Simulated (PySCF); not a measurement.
# CH13NOSi4 (SMILES C[SiH2]O[SiH2]N([SiH3])[SiH3]): what the fields show

The calculation's input:

```
{"job": {"kind": "uv", "xc": "CAM-B3LYP", "basis": "def2-SVPD", "ip": true}, "charge": 0, "multiplicity": 1}
C      3.131745    -0.715854     0.281139
Si     2.370760    -0.314778    -1.374617
O      0.755534     0.051155    -1.181826
Si    -0.403784     1.185769    -0.868688
N     -1.616618     0.334120     0.046907
Si    -1.351978    -1.355791     0.448492
Si    -3.083982     1.149080     0.545143
H      2.619638    -1.571259     0.747804
H      3.057344     0.144064     0.964721
H      4.197255    -0.971567     0.167126
H      2.454686    -1.482370    -2.298786
H      3.063726     0.854047    -2.001048
H      0.180125     2.318730    -0.086926
H     -0.962838     1.719981    -2.144561
H     -1.258591    -2.228572    -0.758053
H     -2.544207    -1.775198     1.250395
H     -0.129915    -1.556273     1.283987
H     -2.990537     2.558734     0.052013
H     -4.301831     0.510784    -0.040128
H     -3.232361     1.165328     2.031932
```

Launched as:

```sh
OMP_NUM_THREADS=1 python probes_run.py task.json out
```

Geometry: PBE0-D3(BJ)/def2-SVP.

Computed with PySCF, CAM-B3LYP/def2-SVPD, SCF density, gas phase.

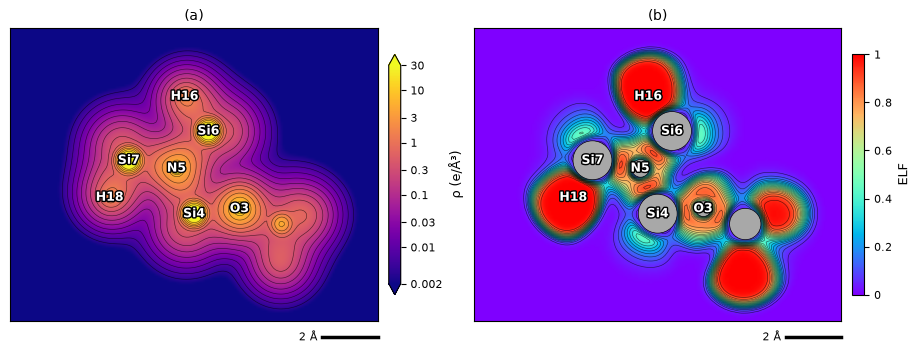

Figure 1. (a) total electron density; (b) electron localisation function on the plane of atoms Si4, N5 and Si6. Grey discs cover the atomic cores in the ELF map.

Interpret the plot.

Atoms in the plane: O, Si, N and H.
Si–O (1.65 Å): the density is about 1.1 e/Å³ at the midpoint; the ELF peaks at about 0.85 between the atoms; a polar covalent bond.
Si–N (1.74 Å): ρ is about 1.1 e/Å³ halfway; the ELF peaks at about 0.90 between the atoms: a polar covalent bond.
Si–H (1.50 Å): the density is about 0.77 e/Å³ at the midpoint; the ELF climbs to about 1 towards the hydrogen, as it does in any bond to H.

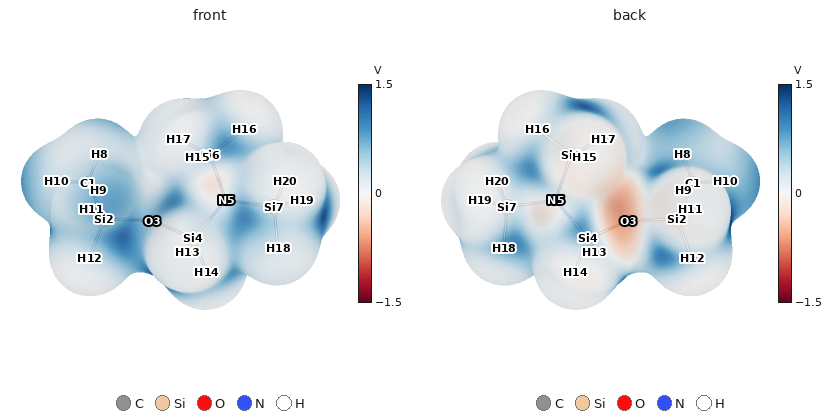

Figure 2. The electrostatic potential painted on the density surface at 0.002 e/bohr³, seen from the front and from behind; red is negative and blue positive.

Describe the electrostatic potential map.

The most negative region (about −0.6 V, or −14 kcal/mol for a unit charge) lies over O3, the most positive (about +1.3 V, or +30 kcal/mol for a unit charge) over Si2, Si4, Si6 and Si7.

How polar is the molecule by this calculation?

Its dipole moment is 1.03 D.
